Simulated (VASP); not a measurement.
Energy against volume of RuAl (CsCl type). These are PBE GGA with D3 dispersion (Becke-Johnson damping), VASP's PBE PAW potentials (set 64) (plane waves; VASP) values and carry that method's errors.

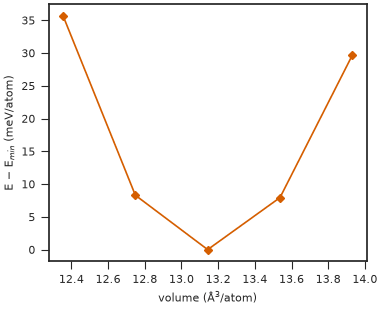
Figure: Energy against volume

Q: Estimate the equilibrium volume and the bulk modulus.

A: The minimum lies near 13.1 Å³/atom, and the curvature gives B0 of about 220 GPa.

The compound is RuAl in the CsCl type structure. It was relaxed first.
